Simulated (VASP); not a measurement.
Band structure of Pd (fcc). Calculation: optB86b-vdW, VASP's PBE PAW potentials (set 64) (plane waves; VASP 6.6.1).

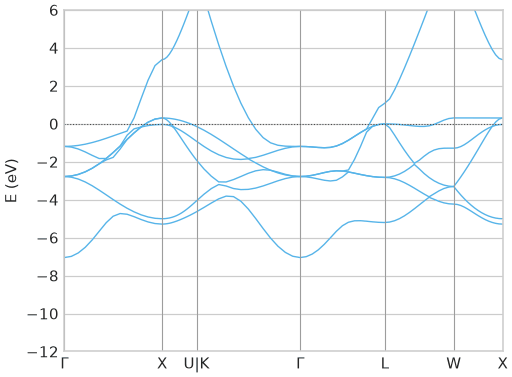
Figure. Bands along high-symmetry lines, zero at the valence-band maximum or, without a gap, the Fermi level

Read the plot: is there a gap, and where are the band edges?

It has no gap at this level: it comes out as a metal or semimetal. (Edges off the drawn lines would not show.)

The compound is Pd in the fcc structure. It was relaxed first.
